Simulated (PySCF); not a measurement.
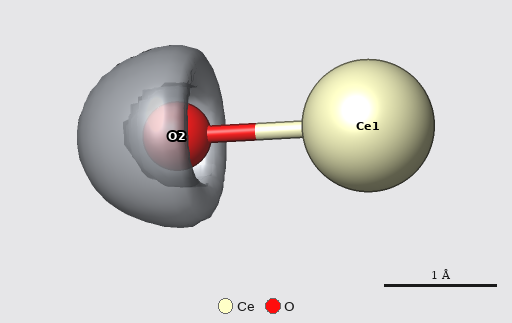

*CeO (triplet). Isosurface of the electron localisation function at 0.8 (grey), seen from one side. Core shells and regions of very low density are left out.*

Theory: PBE0/x2c-SVPall, spin-free X2C-1e, Gaussian nucleus, at a bond length of 1.788 Å (PySCF 2.14.0).

```xyz
2

Ce    0.0000    0.0000   -0.1834
O     0.0000    0.0000    1.6046
```

Where are the electrons localised?

The ELF exceeds this value in one ring or bowl of non-bonding electrons around O. Profiles from the grid: Ce–O (1.79 Å): the ELF peaks at about 0.80 in the valence shell of O, 0.5 Å from its nucleus, and is about 0.55 at the midpoint.
